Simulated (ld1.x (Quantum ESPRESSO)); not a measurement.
# How the scale of all radii shapes a TM potential for Ge, part 2 of 2

Aim: generate and test one potential in full, then change the scale of all radii and see what happens to hardness, ghosts and transferability.

ld1.x (Quantum ESPRESSO) 7.5; first potential PBE, scalar-relativistic. The steps go on from the part before.

### 6 Changed: scale of all radii = 1.3

File Ge.in:

```
 &input
   title='Ge', zed=32., rel=1, dft='PBE', iswitch=3,
   config='[Ar] 3d10 4s2 4p2 4d-2',
   nld=3, rlderiv=2.85, eminld=-3.0, emaxld=5.0, deld=0.02
 /
 &inputp
   pseudotype=2, tm=.true., lloc=-2, rcloc=1.68,
   nlcc=.true.,
   file_pseudopw='Ge.UPF', file_wfcaegen='ae.wfc', file_wfcncgen='nc.wfc', file_beta='beta', file_chi='chi'
 /
3
4S  1  0   2.00   0.00  1.98  1.98  0.0
4P  2  1   2.00   0.00  2.62  2.62  0.0
4D  3  2  -2.00   0.05  2.56  2.56  0.0
 &test
   configts(1)='4s2 4p2'
 /
```

Launch:

```console
$ ld1.x < Ge.in > Ge.out
```

Output in Ge.out (without the banner and most projector matrices):

```text
     Program LD1 v.7.5
     [... all-electron run as in step 2 ...]


     --------------------- Generating NC pseudopotential ---------------------

      Generating local potential from pseudized AE potential:
      Matching radius rcloc =   1.6800
      Enforcing V''(0)=0 (lloc=-2)

      Local pseudo, rcloc= 1.664 Estimated cut-off energy=    11.46 Ry

      Computing core charge for nlcc:

       r > 1.38 : true rho core
       r < 1.38 : rho core = a sin(br)/r    a=   4.11  b=   1.94

      Integrated core pseudo-charge :   3.88

      Wfc   4S  rcut= 1.982  Using Troullier-Martins method

      Wfc   4P  rcut= 2.610  Using Troullier-Martins method

      Wfc   4D  rcut= 2.545  Using Troullier-Martins method

     ------------------- End of pseudopotential generation -------------------

     [... all-electron run as in step 2 ...]


     Computing logarithmic derivative in   2.86633
     Computing logarithmic derivative in   2.86633
     Computing the partial wave expansion
     R is outside the sphere for l=    0 j= 0.00
     R is outside the sphere for l=    1 j= 0.00
     R is outside the sphere for l=    2 j= 0.00

     ---------------------- Testing the pseudopotential ----------------------

     Ge
     scalar relativistic calculation

     atomic number is 32.00   valence charge is  4.00
     dft =PBE   lsd =0 sic =0 latt =0  beta=0.20 tr2=1.0E-14
     mesh =1207 r(mesh) = 100.41023 xmin = -7.00 dx = 0.01250

     n l     nl             e AE (Ry)        e PS (Ry)    De AE-PS (Ry)
     1 0     4S   1( 2.00)       -0.86222       -0.86223        0.00000
     2 1     4P   1( 2.00)       -0.28630       -0.28630        0.00000

     eps = 6.4E-16  iter =  4

     Etot =   -4197.669992 Ry,   -2098.834996 Ha,  -57112.209742 eV
     Etotps =   -11.822717 Ry,      -5.911359 Ha,    -160.856265 eV

     Ekin =       2.521454 Ry,       1.260727 Ha,      34.306131 eV
     Encl =     -14.947280 Ry,      -7.473640 Ha,    -203.368103 eV
     Ehrt =       5.822868 Ry,       2.911434 Ha,      79.224158 eV
     Ecxc =      -6.616054 Ry,      -3.308027 Ha,     -90.016000 eV
     (Ecc =      -4.116581 Ry,      -2.058291 Ha,     -56.008943 eV)
     Epseu=       1.396294 Ry,       0.698147 Ha,      18.997549 eV

     ---------------------- End of pseudopotential test ----------------------
```

Run time: 2.2 s. Hardware: 1 thread, shared host. (Generation and the later configuration tests together.)

The new file went through the configuration test as well (its log is not shown).

The tests as a table, with energies relative to 4s2 4p2.

```tsv
valence configuration	charge	ΔE all-electron (eV)	error AE − PS (meV)
4s2 4p1	+1	7.444	-5.1
4s2 4p0	+2	22.883	-50
4s1 4p0	+3	57.674	-274
4s2 4p2.3	-0.3	-0.884	0.0
4s0 4p4	0	16.195	-30
4s1 4p3	0	7.972	-8.1
4s1 4p2	+1	16.160	-20
```

Against the first potential, the loose cutoff goes from 25 Ry to 15 Ry, the largest test error goes from -230 to -274 meV and there is no bound ghost.

### 7 Variant: scale of all radii = 1.39

File Ge.in:

```
 &input
   title='Ge', zed=32., rel=1, dft='PBE', iswitch=3,
   config='[Ar] 3d10 4s2 4p2 4d-2',
   nld=3, rlderiv=3.05, eminld=-3.0, emaxld=5.0, deld=0.02
 /
 &inputp
   pseudotype=2, tm=.true., lloc=-2, rcloc=1.82,
   nlcc=.true.,
   file_pseudopw='Ge.UPF', file_wfcaegen='ae.wfc', file_wfcncgen='nc.wfc', file_beta='beta', file_chi='chi'
 /
3
4S  1  0   2.00   0.00  2.12  2.12  0.0
4P  2  1   2.00   0.00  2.80  2.80  0.0
4D  3  2  -2.00   0.05  2.74  2.74  0.0
 &test
   configts(1)='4s2 4p2'
 /
```

Launch:

```console
$ ld1.x < Ge.in > Ge.out
```

What the program wrote to Ge.out (without the banner and most projector matrices):

```text
     Program LD1 v.7.5
     [... all-electron run as in step 2 ...]


     --------------------- Generating NC pseudopotential ---------------------

      Generating local potential from pseudized AE potential:
      Matching radius rcloc =   1.8200
      Enforcing V''(0)=0 (lloc=-2)

      Local pseudo, rcloc= 1.839 Estimated cut-off energy=     9.18 Ry

      Computing core charge for nlcc:

       r > 1.38 : true rho core
       r < 1.38 : rho core = a sin(br)/r    a=   4.11  b=   1.94

      Integrated core pseudo-charge :   3.88

      Wfc   4S  rcut= 2.137  Using Troullier-Martins method

      Wfc   4P  rcut= 2.813  Using Troullier-Martins method

      Wfc   4D  rcut= 2.744  Using Troullier-Martins method

     ------------------- End of pseudopotential generation -------------------

     [... all-electron run as in step 2 ...]


     Computing logarithmic derivative in   3.05120
     Computing logarithmic derivative in   3.05120
     Computing the partial wave expansion
     R is outside the sphere for l=    0 j= 0.00
     R is outside the sphere for l=    1 j= 0.00
     R is outside the sphere for l=    2 j= 0.00

     ---------------------- Testing the pseudopotential ----------------------

     Ge
     scalar relativistic calculation

     atomic number is 32.00   valence charge is  4.00
     dft =PBE   lsd =0 sic =0 latt =0  beta=0.20 tr2=1.0E-14
     mesh =1207 r(mesh) = 100.41023 xmin = -7.00 dx = 0.01250

     n l     nl             e AE (Ry)        e PS (Ry)    De AE-PS (Ry)
     1 0     4S   1( 2.00)       -0.86222       -0.86222        0.00000
     2 1     4P   1( 2.00)       -0.28630       -0.28630        0.00000

     eps = 6.1E-17  iter =  4

     Etot =   -4197.669992 Ry,   -2098.834996 Ha,  -57112.209742 eV
     Etotps =   -11.829845 Ry,      -5.914922 Ha,    -160.953236 eV

     Ekin =       2.478443 Ry,       1.239221 Ha,      33.720930 eV
     Encl =     -14.649282 Ry,      -7.324641 Ha,    -199.313642 eV
     Ehrt =       5.827740 Ry,       2.913870 Ha,      79.290444 eV
     Ecxc =      -6.626028 Ry,      -3.313014 Ha,     -90.151704 eV
     (Ecc =      -4.116581 Ry,      -2.058291 Ha,     -56.008943 eV)
     Epseu=       1.139283 Ry,       0.569642 Ha,      15.500736 eV

     ---------------------- End of pseudopotential test ----------------------
```

Run time: 2.2 s. Hardware: 1 thread, shared host. This counts the later configuration tests of the new file too.

The test run was repeated on this file; only its results are given.

Excitation and ionisation energies from 4s2 4p2, with the error of the potential.

| valence configuration | charge | ΔE all-electron (eV) | error AE − PS (meV) |
| --- | --- | --- | --- |
| 4s2 4p1 | +1 | 7.444 | -5.6 |
| 4s2 4p0 | +2 | 22.883 | -55 |
| 4s1 4p0 | +3 | 57.674 | -301 |
| 4s2 4p2.3 | -0.3 | -0.884 | 0.0 |
| 4s0 4p4 | 0 | 16.195 | -37 |
| 4s1 4p3 | 0 | 7.972 | -9.7 |
| 4s1 4p2 | +1 | 16.160 | -22 |

Compared with the first run, the loose cutoff goes from 25 Ry to 12 Ry, the largest test error goes from -230 to -301 meV and there is no bound ghost.

### 8 Comparison

What follows sums up all 2 parts.

Cutoffs, loose and tight: the cutoffs (Ry, on a coarse ladder) from which the occupation-weighted sum of valence levels, in a spherical-Bessel basis at the reference potential, stays within 10 and 1 mRy of its value at 400 Ry; empty and scattering waves don't count. The number of plane waves in a given cell goes as the cutoff to the power 3/2; it is given for the loose cutoff, relative to the first potential. Test errors are all-electron less pseudo. The phase difference is the largest within 1 Ry of zero, over the channels with partial waves.

| scale of all radii | outcome | cutoff, loose | cutoff, tight | plane waves, relative | bound ghosts | largest test error (meV) | phase difference near zero (rad) |
| --- | --- | --- | --- | --- | --- | --- | --- |
| 1 (first) | generated | 25 Ry | 45 Ry | 1.00 | none | -230 | 0.053 |
| 1.3 | generated | 15 Ry | 35 Ry | 0.46 | none | -274 | 0.057 |
| 1.39 | generated | 12 Ry | 35 Ry | 0.33 | none | -301 | 0.022 |

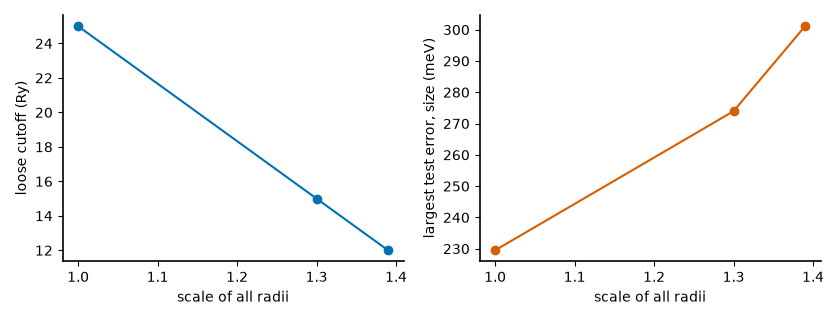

The series at a glance.

What this shows: The loose cutoff is 25 Ry at 1, 15 Ry at 1.3 and 12 Ry at 1.39. The largest test error is 230 meV at 1, 274 meV at 1.3 and 301 meV at 1.39.

The first potential by itself. By total energies transferability is poor: the largest error is 230 meV on 57.7 eV, for 4s1 4p0. That test lies far up in energy; among those under 40 eV, nearer to bonding, the largest error is 41 meV. The potential is soft on the atom at that tolerance: the looser tolerance needs 25 Ry. The slowest occupied level is 4s: taken alone it needs 40 Ry to come within 1 mRy, against 18 Ry for 4p. The Bessel-basis test finds no level below the valence levels.
